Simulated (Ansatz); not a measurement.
Input file:

```
crystal:
  periodic: [false, false, false]
  atoms:
    - {symbol: C, position_ang: [-0.242503, 1.683111, 1.302248]}
    - {symbol: C, position_ang: [-0.650388, 1.150996, -0.090055]}
    - {symbol: C, position_ang: [0.534370, 0.270044, -0.516361]}
    - {symbol: B, position_ang: [0.780092, 0.565323, 1.758011]}
    - {symbol: O, position_ang: [1.154476, -0.191471, 0.699575]}
    - {symbol: H, position_ang: [1.256061, 0.336827, 2.841243]}
    - {symbol: H, position_ang: [0.305390, 2.643192, 1.228528]}
    - {symbol: H, position_ang: [-1.091918, 1.864914, 1.977947]}
    - {symbol: H, position_ang: [-0.864055, 1.935869, -0.832088]}
    - {symbol: H, position_ang: [0.245444, -0.605664, -1.117019]}
    - {symbol: H, position_ang: [-1.558157, 0.531763, -0.000695]}
    - {symbol: H, position_ang: [1.288416, 0.838905, -1.088315]}
basis:
  gaussian: {orbitals: def2-TZVPD}
hamiltonian: {xc: pbe0}
output: {forces: true, orbitals: {seedname: orbitals}}
```

Run with:

```sh
ansatz run input.yaml --threads 2 --pin off --max-ram 4350MiB --events-out events.jsonl --progress --plain --runs-dir runs
```

Geometry: B3LYP-D3(BJ)/def2-SVP.

The calculation used Ansatz 0.2.0, isolated molecule in a Gaussian basis; Kohn-Sham density functional theory, functional PBE0.

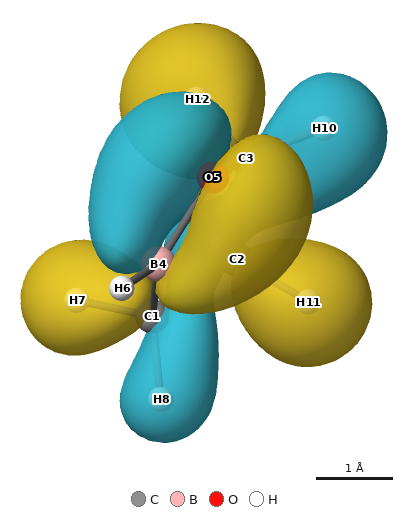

C3H7BO (SMILES B1CCCO1). The HOMO−1 at ±0.08 Å⁻³ᐟ² (yellow and cyan are the two phases), seen at an oblique angle.

### What is the character of this orbital?

Its weight (Hirshfeld) is mainly on O5 (about 35 %), C3 (about 15 %), H12 (about 10 %), C2 (about 10 %), B4 (about 5 %) and C1 (about 5 %). Its energy is −8.64 eV.
